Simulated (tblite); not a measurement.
# C3H12NPSi: geometry relaxation (part 2 of 4)

Continued. System: C3H12NPSi. Method: GFN2-xTB geometry optimisation, gas phase (tblite 0.8.0). It belongs to a series of runs on one base structure; here: H on N replaced by C2H5.

Geometry of the input (Å):
```
C  -1.9874  -0.9589  -0.3004
C  -0.8517  -0.2122  -0.9913
N  0.0787  0.4768  -0.0545
C  -0.6034  1.6453  0.5364
Si 1.3447  -0.3269  0.7743
P  2.8451  -0.9378  -0.7273
H  -2.6495  -0.2675  0.2442
H  -2.6018  -1.4591  -1.0482
H  -1.6249  -1.7195  0.3985
H  -0.2949  -0.9335  -1.5967
H  -1.2664  0.5013  -1.7003
H  0.1216  2.3492  0.9505
H  -1.1946  2.1968  -0.1845
H  -1.2654  1.3389  1.3594
H  1.9620  0.6380  1.7158
H  0.7873  -1.4933  1.4954
H  3.9059  -1.1881  0.1842
H  3.2860  0.3569  -1.0674
```

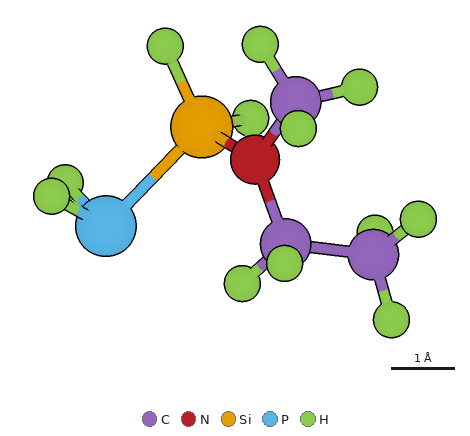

Figure 1. The geometry at step 43 of the log (ball-and-stick view, seen at a tilt).

### Trajectory as extended XYZ, continued
```
18
Properties=species:S:1:pos:R:3:forces:R:3 step=28 energy=-536.93907
C    -1.9470   -0.9709   -0.3415    0.0720   0.0160  -0.0080
C    -0.7712   -0.2029   -0.9538   -0.0660  -0.0160  -0.0410
N     0.0209    0.5267    0.0126   -0.0790  -0.0520  -0.0400
C    -0.6571    1.6602    0.5957    0.0270  -0.0210  -0.0280
Si    1.3347   -0.2421    0.8152   -0.1120  -0.0560  -0.0750
P     2.6562   -0.9988   -0.8301   -0.0830  -0.0380  -0.0450
H    -2.6352   -0.2934    0.1623    0.0560  -0.0300  -0.0470
H    -2.4964   -1.5021   -1.1179    0.0780   0.0370   0.0510
H    -1.5716   -1.6892    0.3838   -0.0440  -0.0080  -0.0030
H    -0.1113   -0.9076   -1.4723   -0.0120   0.0350   0.0670
H    -1.1559    0.5028   -1.7016    0.0210   0.0350   0.0320
H     0.0833    2.3005    1.0699   -0.0860   0.0060   0.0760
H    -1.1554    2.2320   -0.1921    0.0150  -0.0300   0.0280
H    -1.4075    1.3690    1.3404    0.0660   0.0390  -0.0200
H     1.8901    0.7668    1.7185    0.0570   0.0270  -0.0490
H     1.0096   -1.4371    1.6172   -0.0200   0.0120   0.0670
H     3.6953   -1.3366    0.0073    0.0600  -0.0080   0.0600
H     3.2096    0.2291   -1.1252    0.0510   0.0500  -0.0250
18
Properties=species:S:1:pos:R:3:forces:R:3 step=30 energy=-536.94394
C    -1.9349   -0.9733   -0.3500   -0.0150  -0.0160   0.0400
C    -0.7601   -0.1998   -0.9470   -0.0510  -0.0130  -0.0400
N     0.0186    0.5310    0.0255   -0.0460  -0.0300  -0.0160
C    -0.6660    1.6603    0.6021    0.0060   0.0170   0.0050
Si    1.3344   -0.2334    0.8214    0.0030  -0.0390  -0.0230
P     2.6282   -1.0050   -0.8410   -0.0160  -0.0290  -0.0210
H    -2.6360   -0.3054    0.1445    0.0130   0.0580  -0.0250
H    -2.4720   -1.5060   -1.1314    0.0590  -0.0120   0.0060
H    -1.5728   -1.6863    0.3851    0.0150  -0.0600   0.0020
H    -0.0905   -0.8993   -1.4559    0.0060  -0.0070   0.0090
H    -1.1402    0.5040   -1.6955   -0.0080   0.0750  -0.0330
H     0.0588    2.2998    1.0975   -0.0070   0.0190   0.0670
H    -1.1480    2.2347   -0.1910   -0.0220   0.0200  -0.0250
H    -1.4299    1.3724    1.3314    0.0100  -0.0200   0.0140
H     1.9028    0.7801    1.7114    0.0610   0.0450  -0.0590
H     1.0194   -1.4095    1.6510   -0.0330  -0.0380   0.0620
H     3.6794   -1.3743   -0.0255   -0.0070   0.0400   0.0250
H     3.2001    0.2163   -1.1443    0.0300  -0.0100   0.0110
18
Properties=species:S:1:pos:R:3:forces:R:3 step=33 energy=-536.94772
C    -1.9306   -0.9759   -0.3499   -0.0160  -0.0010  -0.0180
C    -0.7606   -0.1980   -0.9474    0.0380   0.0350   0.0260
N     0.0140    0.5300    0.0303    0.0400   0.0340   0.0350
C    -0.6700    1.6615    0.6051   -0.0220   0.0050   0.0200
Si    1.3333   -0.2350    0.8210    0.0120   0.0090   0.0510
P     2.6189   -1.0111   -0.8485    0.0370  -0.0020   0.0130
H    -2.6358   -0.3052    0.1338   -0.0060   0.0260   0.0040
H    -2.4538   -1.5091   -1.1376   -0.0230  -0.0550  -0.0200
H    -1.5733   -1.6916    0.3866    0.0230   0.0050  -0.0150
H    -0.0820   -0.8945   -1.4482   -0.0270  -0.0040  -0.0420
H    -1.1361    0.5130   -1.6941   -0.0140  -0.0140  -0.0050
H     0.0444    2.3013    1.1177    0.0130  -0.0230  -0.0100
H    -1.1467    2.2362   -0.1926    0.0050   0.0200   0.0180
H    -1.4386    1.3706    1.3278   -0.0260  -0.0260   0.0080
H     1.9201    0.7867    1.6961    0.0260   0.0020  -0.0950
H     1.0132   -1.3962    1.6767   -0.0040   0.0020  -0.0010
H     3.6746   -1.3858   -0.0373   -0.0470   0.0430   0.0050
H     3.2003    0.2095   -1.1512   -0.0100  -0.0540   0.0260
18
Properties=species:S:1:pos:R:3:forces:R:3 step=35 energy=-536.94969
C    -1.9293   -0.9778   -0.3514    0.0230   0.0240  -0.0430
C    -0.7581   -0.1950   -0.9463    0.0160   0.0070   0.0250
N     0.0144    0.5322    0.0353    0.0140   0.0170   0.0020
C    -0.6739    1.6631    0.6088   -0.0050  -0.0200   0.0180
Si    1.3339   -0.2360    0.8246   -0.0210   0.0060  -0.0040
P     2.6142   -1.0145   -0.8508   -0.0290  -0.0250   0.0150
H    -2.6356   -0.3029    0.1277    0.0020  -0.0420  -0.0120
H    -2.4448   -1.5156   -1.1429   -0.0230  -0.0130   0.0220
H    -1.5716   -1.6944    0.3863    0.0020   0.0590  -0.0370
H    -0.0797   -0.8928   -1.4477   -0.0320   0.0330  -0.0270
H    -1.1343    0.5174   -1.6942    0.0070  -0.0530   0.0410
H     0.0369    2.3012    1.1297    0.0040  -0.0320  -0.0300
H    -1.1456    2.2394   -0.1923    0.0190   0.0000   0.0610
H    -1.4458    1.3676    1.3272   -0.0210  -0.0100  -0.0160
H     1.9326    0.7920    1.6793    0.0410   0.0270  -0.0490
H     1.0101   -1.3896    1.6916    0.0130   0.0200  -0.0220
H     3.6682   -1.3899   -0.0427   -0.0040   0.0200   0.0360
H     3.1997    0.2019   -1.1541   -0.0060  -0.0180   0.0210
18
Properties=species:S:1:pos:R:3:forces:R:3 step=38 energy=-536.95319
C    -1.9221   -0.9787   -0.3613    0.0020  -0.0050   0.0080
C    -0.7495   -0.1886   -0.9406   -0.0410  -0.0380  -0.0470
N     0.0151    0.5382    0.0470   -0.0400  -0.0420  -0.0490
C    -0.6833    1.6626    0.6199    0.0190  -0.0290   0.0060
Si    1.3338   -0.2329    0.8323    0.0170   0.0280  -0.0530
P     2.5930   -1.0265   -0.8547   -0.0360  -0.0290   0.0280
H    -2.6354   -0.3067    0.1106   -0.0280  -0.0500  -0.0150
H    -2.4272   -1.5300   -1.1515   -0.0010   0.0520   0.0120
H    -1.5663   -1.6901    0.3803    0.0160   0.0290   0.0190
H    -0.0737   -0.8837   -1.4467    0.0370   0.0210  -0.0120
H    -1.1261    0.5194   -1.6888   -0.0040   0.0340   0.0050
H     0.0216    2.2949    1.1530    0.0190  -0.0100   0.0210
H    -1.1401    2.2476   -0.1824   -0.0070   0.0040   0.0310
H    -1.4673    1.3611    1.3221   -0.0080  -0.0080  -0.0050
H     1.9619    0.8115    1.6416    0.0400   0.0320   0.0060
H     1.0133   -1.3709    1.7199    0.0220   0.0260  -0.0200
H     3.6494   -1.4014   -0.0536    0.0240  -0.0300   0.0680
H     3.1942    0.1806   -1.1588   -0.0300   0.0160  -0.0010
18
Properties=species:S:1:pos:R:3:forces:R:3 step=40 energy=-536.95552
C    -1.9181   -0.9789   -0.3666   -0.0290  -0.0330   0.0290
C    -0.7483   -0.1871   -0.9407   -0.0110   0.0070  -0.0520
N     0.0126    0.5383    0.0495   -0.0140  -0.0210  -0.0110
C    -0.6871    1.6591    0.6267    0.0030  -0.0050  -0.0070
Si    1.3345   -0.2291    0.8314    0.0330   0.0540   0.0050
P     2.5812   -1.0370   -0.8544    0.0670  -0.0080   0.0350
H    -2.6381   -0.3130    0.1003   -0.0480   0.0020   0.0110
H    -2.4190   -1.5341   -1.1543   -0.0140   0.0140  -0.0430
H    -1.5615   -1.6843    0.3775    0.0310  -0.0260   0.0630
H    -0.0686   -0.8754   -1.4485    0.0460  -0.0160  -0.0250
H    -1.1236    0.5225   -1.6848   -0.0330   0.0810  -0.0540
H     0.0160    2.2885    1.1655    0.0110  -0.0300   0.0440
H    -1.1377    2.2520   -0.1723   -0.0170   0.0120  -0.0100
H    -1.4796    1.3557    1.3184    0.0200  -0.0140   0.0170
H     1.9829    0.8241    1.6178    0.0040  -0.0050  -0.0050
H     1.0156   -1.3577    1.7328    0.0300   0.0420  -0.0220
H     3.6410   -1.4062   -0.0512   -0.0180  -0.0420   0.0410
H     3.1890    0.1689   -1.1588   -0.0600  -0.0120  -0.0160
18
Properties=species:S:1:pos:R:3:forces:R:3 step=43 energy=-536.96103
C    -1.9122   -0.9839   -0.3765   -0.0080   0.0020  -0.0140
C    -0.7469   -0.1817   -0.9493    0.0140   0.0720   0.0260
N     0.0055    0.5367    0.0536    0.0300   0.0580   0.0280
C    -0.6959    1.6508    0.6418   -0.0250   0.0340  -0.0120
Si    1.3408   -0.2118    0.8296    0.0050   0.0330   0.0240
P     2.5619   -1.0635   -0.8464    0.0910  -0.0250   0.0010
H    -2.6511   -0.3288    0.0777    0.0090   0.0310   0.0180
H    -2.4020   -1.5430   -1.1677    0.0090  -0.0660  -0.0220
H    -1.5463   -1.6733    0.3803   -0.0190  -0.0310  -0.0180
H    -0.0522   -0.8581   -1.4582   -0.0660   0.0150  -0.0120
H    -1.1220    0.5412   -1.6832   -0.0270  -0.0030  -0.0380
H     0.0030    2.2676    1.2031   -0.0260  -0.0730   0.0240
H    -1.1339    2.2645   -0.1494    0.0020  -0.0040  -0.0270
H    -1.5042    1.3407    1.3134    0.0620  -0.0240   0.0220
H     2.0337    0.8547    1.5605   -0.0470  -0.0190   0.0130
H     1.0278   -1.3190    1.7593    0.0390   0.0570   0.0010
H     3.6190   -1.4270   -0.0365   -0.0150  -0.0250   0.0190
H     3.1664    0.1404   -1.1639   -0.0270  -0.0330  -0.0360
18
Properties=species:S:1:pos:R:3:forces:R:3 step=45 energy=-536.96379
C    -1.9077   -0.9873   -0.3843    0.0090   0.0330  -0.0220
C    -0.7429   -0.1735   -0.9512   -0.0320   0.0110   0.0310
N     0.0037    0.5409    0.0599    0.0060   0.0350  -0.0330
C    -0.7041    1.6494    0.6502    0.0000   0.0090   0.0090
Si    1.3452   -0.1988    0.8327    0.0080  -0.0050  -0.0540
P     2.5500   -1.0795   -0.8428   -0.0290  -0.0430  -0.0080
H    -2.6563   -0.3363    0.0635    0.0380   0.0000  -0.0070
H    -2.3875   -1.5543   -1.1789    0.0490  -0.0270   0.0390
H    -1.5397   -1.6700    0.3804   -0.0400   0.0020  -0.0800
H    -0.0449   -0.8478   -1.4610   -0.0830   0.0500   0.0010
H    -1.1195    0.5519   -1.6849   -0.0040  -0.0440   0.0190
H    -0.0104    2.2520    1.2312   -0.0070  -0.0170   0.0140
H    -1.1306    2.2727   -0.1399    0.0030  -0.0030   0.0010
H    -1.5168    1.3318    1.3116    0.0190  -0.0300   0.0080
H     2.0586    0.8733    1.5301   -0.0400   0.0170   0.0470
H     1.0408   -1.2909    1.7792    0.0300   0.0360   0.0300
H     3.6026   -1.4475   -0.0340    0.0450  -0.0080   0.0420
H     3.1508    0.1201   -1.1735    0.0250  -0.0160  -0.0370
18
Properties=species:S:1:pos:R:3:forces:R:3 step=48 energy=-536.96835
C    -1.9011   -0.9873   -0.3988    0.0020  -0.0030   0.0260
C    -0.7445   -0.1564   -0.9526   -0.0180  -0.0490  -0.0440
N     0.0013    0.5515    0.0617    0.0130  -0.0190  -0.0610
C    -0.7154    1.6453    0.6651    0.0440  -0.0500   0.0170
Si    1.3542   -0.1779    0.8244   -0.0180  -0.0190  -0.0390
P     2.5361   -1.1159   -0.8346   -0.0570  -0.0190   0.0080
H    -2.6615   -0.3479    0.0414   -0.0300   0.0130  -0.0060
H    -2.3596   -1.5753   -1.1898    0.0190   0.0360  -0.0160
H    -1.5331   -1.6639    0.3688    0.0170  -0.0140   0.0000
H    -0.0477   -0.8208   -1.4696    0.0240  -0.0260  -0.0410
H    -1.1235    0.5660   -1.6861   -0.0330   0.0260   0.0330
H    -0.0287    2.2193    1.2767    0.0420   0.1140   0.0230
H    -1.1265    2.2849   -0.1201   -0.0090   0.0210   0.0540
H    -1.5307    1.3094    1.3108   -0.0730  -0.0350  -0.0030
H     2.0919    0.9030    1.4816   -0.0400   0.0420   0.0450
H     1.0668   -1.2358    1.8120    0.0100   0.0100   0.0410
H     3.5839   -1.4730   -0.0119    0.0410   0.0330   0.0020
H     3.1291    0.0811   -1.1908    0.0670  -0.0590  -0.0400
18
Properties=species:S:1:pos:R:3:forces:R:3 step=50 energy=-536.97129
C    -1.8971   -0.9876   -0.4051   -0.0060  -0.0230   0.0150
C    -0.7443   -0.1519   -0.9540    0.0350   0.0120  -0.0290
N     0.0007    0.5557    0.0617    0.0220  -0.0050   0.0010
C    -0.7201    1.6419    0.6752    0.0100  -0.0100   0.0210
Si    1.3601   -0.1652    0.8211   -0.0130   0.0010   0.0490
P     2.5195   -1.1354   -0.8331    0.0530   0.0150   0.0470
H    -2.6670   -0.3544    0.0276   -0.0220   0.0070  -0.0040
H    -2.3415   -1.5827   -1.1974   -0.0190   0.0290  -0.0490
H    -1.5282   -1.6616    0.3624    0.0270  -0.0240   0.0540
H    -0.0429   -0.8088   -1.4730    0.0240  -0.0540  -0.0520
H    -1.1232    0.5726   -1.6837   -0.0560   0.0480   0.0040
H    -0.0373    2.2109    1.3006   -0.0280   0.0430  -0.0210
H    -1.1240    2.2925   -0.1068    0.0030   0.0020   0.0830
H    -1.5464    1.2973    1.3067    0.0170  -0.0050  -0.0340
H     2.1049    0.9234    1.4679   -0.0720  -0.0090  -0.0090
H     1.0833   -1.2064    1.8328    0.0070   0.0260   0.0130
H     3.5742   -1.4900   -0.0108   -0.0270   0.0470  -0.0470
H     3.1206    0.0562   -1.2036    0.0450  -0.1010  -0.0440
18
Properties=species:S:1:pos:R:3:forces:R:3 step=53 energy=-536.97987
C    -1.8871   -0.9907   -0.4232    0.0290  -0.0200  -0.0290
C    -0.7464   -0.1316   -0.9686    0.0250   0.0370   0.0370
N     0.0036    0.5695    0.0511   -0.0140   0.0280   0.0860
C    -0.7278    1.6267    0.7067   -0.0430   0.0530  -0.0340
Si    1.3729   -0.1317    0.8101    0.0060   0.0120   0.0990
P     2.4932   -1.1964   -0.8071    0.0270   0.0180  -0.0080
H    -2.6821   -0.3725   -0.0096    0.0410  -0.0580  -0.0080
H    -2.2979   -1.6017   -1.2225   -0.0550   0.0450  -0.0240
H    -1.5112   -1.6570    0.3498    0.0040   0.0410   0.0430
H    -0.0451   -0.7779   -1.5062   -0.0070   0.0400  -0.0130
H    -1.1468    0.6049   -1.6772    0.0020  -0.0130   0.0140
H    -0.0641    2.1835    1.3677   -0.0550  -0.1170  -0.0520
H    -1.1193    2.3163   -0.0461   -0.0270   0.0030  -0.0100
H    -1.5725    1.2523    1.2971    0.1030   0.0000   0.0030
H     2.1281    0.9787    1.4074   -0.0440   0.0080  -0.0430
H     1.1333   -1.1116    1.8898   -0.0340  -0.0130  -0.0030
H     3.5516   -1.5153    0.0195    0.0140   0.0120  -0.0120
H     3.1088   -0.0392   -1.2503    0.0300  -0.0770  -0.0480
18
Properties=species:S:1:pos:R:3:forces:R:3 step=56 energy=-536.98536
C    -1.8709   -0.9961   -0.4462    0.0000   0.0130   0.0360
C    -0.7416   -0.1079   -0.9736   -0.0310  -0.0490   0.0130
N     0.0032    0.5829    0.0581   -0.0320  -0.0510  -0.0270
C    -0.7436    1.6173    0.7295   -0.0030  -0.0190  -0.0140
Si    1.3844   -0.1011    0.8128   -0.0250  -0.0120  -0.0630
P     2.4613   -1.2466   -0.7839   -0.0420  -0.0150   0.0340
H    -2.6886   -0.4002   -0.0481    0.0020   0.0160   0.0170
H    -2.2630   -1.6163   -1.2490    0.0270   0.0320   0.0070
H    -1.4954   -1.6428    0.3442    0.0160  -0.0040  -0.0280
H    -0.0401   -0.7406   -1.5273    0.0340   0.0780  -0.0010
H    -1.1601    0.6333   -1.6673    0.0530  -0.0050   0.0320
H    -0.0991    2.1383    1.4286    0.0710   0.0160   0.0340
H    -1.1177    2.3385    0.0010   -0.0510   0.0110  -0.0630
H    -1.5908    1.2161    1.2893   -0.0580  -0.0260   0.0390
H     2.1588    1.0287    1.3304    0.0230   0.0830   0.0100
H     1.1712   -1.0238    1.9439   -0.0490  -0.0470   0.0130
H     3.5267   -1.5421    0.0380    0.0440  -0.0200   0.0180
H     3.0965   -0.1314   -1.2921    0.0210  -0.0030  -0.0560
18
Properties=species:S:1:pos:R:3:forces:R:3 step=58 energy=-536.98721
C    -1.8656   -0.9975   -0.4526   -0.0120   0.0060   0.0130
C    -0.7409   -0.1025   -0.9739    0.0020  -0.0030   0.0040
N     0.0004    0.5847    0.0617   -0.0140  -0.0170   0.0070
C    -0.7505    1.6138    0.7379   -0.0080  -0.0230   0.0090
Si    1.3891   -0.0902    0.8117   -0.0130   0.0140  -0.0090
P     2.4474   -1.2642   -0.7771    0.0080   0.0020   0.0520
H    -2.6922   -0.4101   -0.0619   -0.0020   0.0420   0.0310
H    -2.2481   -1.6196   -1.2579    0.0300   0.0020   0.0040
H    -1.4887   -1.6376    0.3414    0.0160  -0.0360  -0.0180
H    -0.0332   -0.7229   -1.5324    0.0270   0.0340  -0.0060
H    -1.1597    0.6422   -1.6624    0.0280   0.0130   0.0130
H    -0.1091    2.1225    1.4509    0.0320   0.0130  -0.0040
H    -1.1187    2.3456    0.0139   -0.0230  -0.0320  -0.0130
H    -1.6026    1.2038    1.2864   -0.0280   0.0090   0.0110
H     2.1753    1.0489    1.3030   -0.0160   0.0240  -0.0100
H     1.1801   -0.9940    1.9639   -0.0330  -0.0080  -0.0390
H     3.5185   -1.5556    0.0424    0.0100  -0.0140  -0.0030
H     3.0899   -0.1610   -1.3066   -0.0020  -0.0250  -0.0410
```
